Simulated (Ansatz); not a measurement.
**BaZnPF (P4/nmm): how ε∞ follows the gap**

The empty bands of BaZnPF (P4/nmm) are shifted up rigidly by Δ, and ε∞ along x is computed for each shift. x, y and z are the Cartesian axes of the input cell.

Cell: a, b, c = 4.156, 4.156, 9.457 Å (primitive vectors), 8 atoms.

Method: Ansatz 0.2.0, PBEsol, independent particles, k-mesh 6×6×4 with interpolation inside its cells, Gaussian parameter 0.1 eV.

Launch of the response step: `ansatz run input.yaml --threads 4 --pin off --max-ram 8192MiB --backend cpu --events-out ev --progress --plain --runs-dir out`. The series took 6.0 min in all, on 4 threads of Intel(R) Xeon(R) Processor @ 2.70GHz, on a shared host.

| Δ (eV) | ε∞ along x |
| --- | --- |
| 0.00 | 9.174 |
| 0.40 | 8.420 |
| 0.80 | 7.809 |
| 1.20 | ? |
| 1.60 | 6.874 |
| 2.00 | 6.505 |

With one effective transition at E₀ and fixed dipole strength, ε∞ − 1 = A/(E₀ + Δ), so 1/(ε∞ − 1) is linear in Δ.

Working, on the rows shown:

| x = Δ (eV) | y = 1/(ε∞ − 1) |
| --- | --- |
| 0 | 0.122339 |
| 0.4 | 0.134771 |
| 0.8 | 0.146864 |
| 1.6 | 0.170242 |
| 2 | 0.181653 |

Means: x̄ = 0.96, ȳ = 0.15117. Σ(x − x̄)(y − ȳ) = 0.08146, Σ(x − x̄)² = 2.752. Slope = 0.08146 / 2.752 = 0.0296; intercept = ȳ − slope · x̄ = 0.12276. Turned back into ε∞ along x, the line misses the rows shown by at most 0.028.

Task: Fill in the last column of the withheld row.

Result: At x = 1.2 the line gives y = 0.15828, that is 7.318. The run gave 7.303, so the interpolation is off by 0.015, 0.6 % of the range in the table.

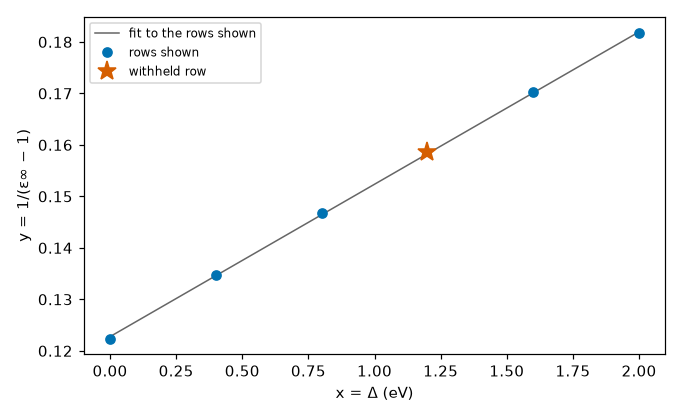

Refitted with all rows, the slope is 0.02963 and the intercept 0.12279. These give E₀ = intercept/slope = 4.1 eV, far above the least direct gap of 0.36 eV: most of the screening comes from transitions well over the edge. Over the first step ε∞ falls by 21 % per eV. Excitons are left out and so are local fields; PBEsol gaps are as a rule too small. Spin-orbit coupling is left out.
